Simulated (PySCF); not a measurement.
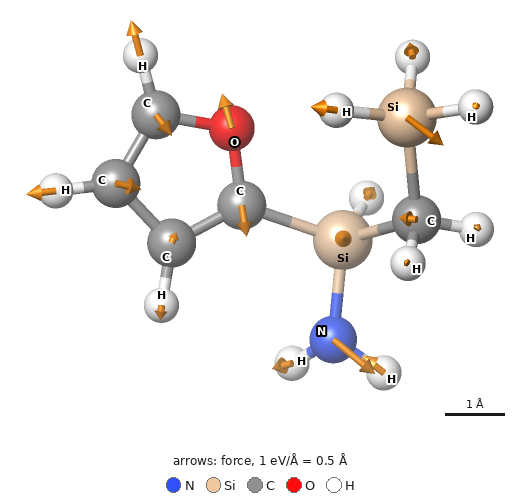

Starting geometry of C5H11NOSi2 with the computed forces as orange arrows. A ball-and-stick model, seen at a tilt.

The start comes from GFN2-xTB. Its atoms were then displaced at random by about 0.01 Å.

The calculation used PySCF, PBE0-D3(BJ)/def2-SVP geometry optimisation, gas phase. 

Q: Is this structure relaxed? If not, where do the atoms go?

A: It isn't relaxed: the largest force vector, on the N atom, is 1.85 eV/Å. The final displacements have little in common with the starting forces (cosine between the two patterns 0.08). The atom that moves furthest after the best rigid fit is an H atom (0.47 Å). By element the largest moves are H 0.47 Å, O 0.30 Å, C 0.23 Å, N 0.13 Å, Si 0.10 Å. Near-neighbour distances that change, for instance: H–Si 1.441 → 1.493 Å, H–Si 1.467 → 1.501 Å, C–H 1.056 → 1.087 Å, C–O 1.335 → 1.365 Å. Bond angles that change, for instance: C–Si–H 106.4° → 110.2°, H–Si–H 112.4° → 108.8°, H–N–H 107.3° → 110.3°. The energy falls by 0.210 eV in 11 geometry steps. The run took 4.1 min on 1 thread of Arm Neoverse V1, with other jobs on the host.
